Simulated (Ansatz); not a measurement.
## Electronic structure of Cl$_{3}$Sn···H$_{2}$ (doublet) in real space

```yaml
atoms:
  - { symbol: Sn, position_ang: [0.0003, 0.0000, -0.3368] }
  - { symbol: H, position_ang: [-0.0258, 0.0000, 2.8295] }
  - { symbol: Cl, position_ang: [2.2416, 0.0000, -1.1829] }
  - { symbol: Cl, position_ang: [-1.1185, 1.9404, -1.1875] }
  - { symbol: Cl, position_ang: [-1.1185, -1.9404, -1.1875] }
  - { symbol: H, position_ang: [0.0234, 0.0000, 3.5978] }
```

Core potentials replace the inner electrons of Sn.

Method: UKS PBE/def2-SVP (Ansatz).

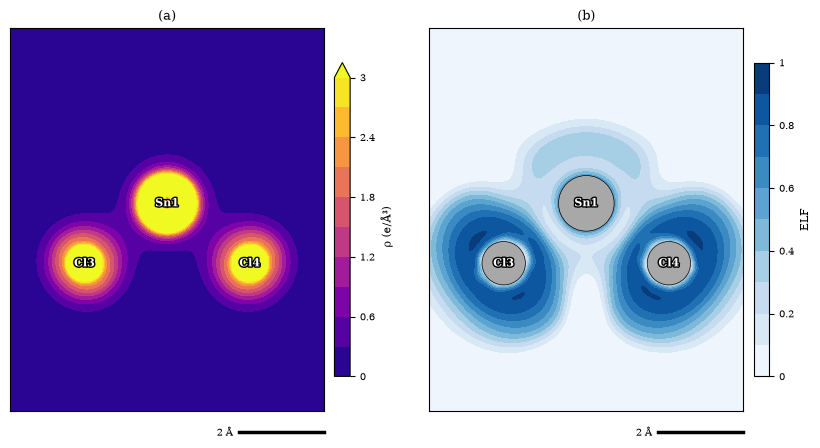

Figure 1. (a) electron density; (b) electron localisation function on the plane of atoms Cl3, Sn1 and Cl4. Grey discs cover the atomic cores in the ELF map.

Question: Read the bonding off the picture.

Answer: The plane passes through Sn and Cl nuclei.
Sn–Cl (2.40 Å): ρ at the midpoint is about 0.49 e/Å³; the ELF peaks at about 0.80 in the valence shell of Cl, 0.8 Å from its nucleus, and drops to about 0.15 between the two atoms.
The ELF also peaks beside Cl3 and Cl4, away from the bonds: non-bonding electrons, paired or unpaired.

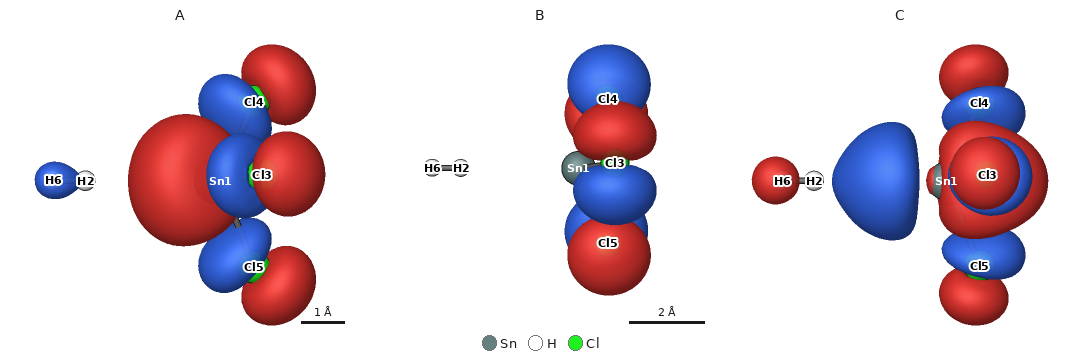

Figure 2. Three frontier orbitals at ±0.08 Å⁻³ᐟ² (red and blue are the two phases), in no order.

Question: Which picture is the HOMO−1, the HOMO and the LUMO? All are α orbitals.

Answer: B is the HOMO−1 (α) (−7.71 eV). It lies mainly on Cl3 (about 30 %), Cl4 (about 30 %) and Cl5 (about 30 %); largely a combination of lone pairs on Cl3, Cl4 and Cl5. A is the HOMO (α) (−6.59 eV). It lies mainly on Sn1 (about 40 %), Cl3 (about 20 %), Cl4 (about 20 %) and Cl5 (about 20 %). C is the LUMO (α) (−2.41 eV). Its weight (Hirshfeld) is mainly on Sn1 (about 55 %), Cl3 (about 15 %), Cl4 (about 15 %) and Cl5 (about 15 %).

Question: What is the gap between the highest occupied and lowest empty α orbitals?

Answer: 4.18 eV between the orbital energies.

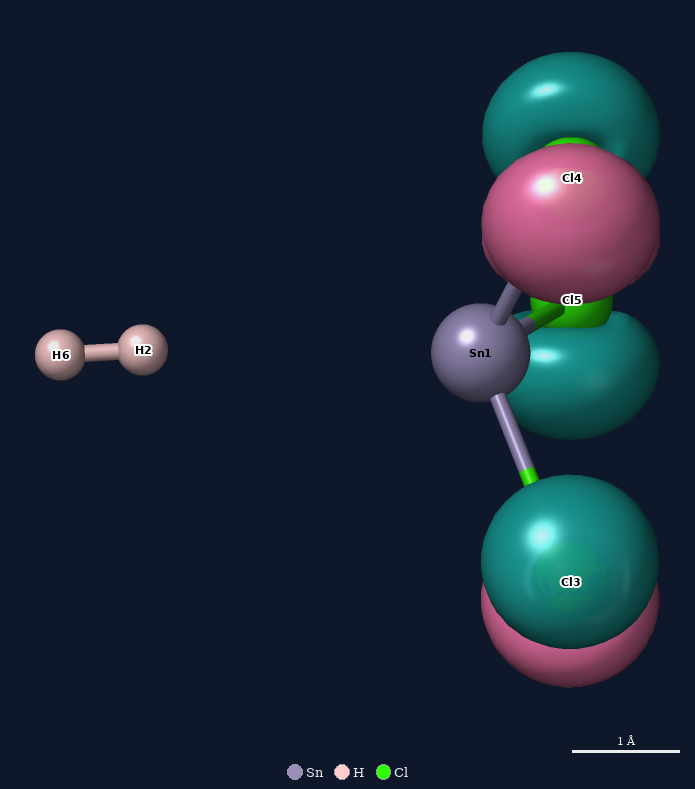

Figure 3. The HOMO−1 (α) at ±0.15 Å⁻³ᐟ² (teal and pink are the two phases), seen from one side.

Question: What is the character of this orbital?

Answer: By Hirshfeld shares it lies mainly on Cl3 (about 30 %), Cl4 (about 30 %) and Cl5 (about 30 %); largely a combination of lone pairs on Cl3, Cl4 and Cl5. Its energy is −7.71 eV.
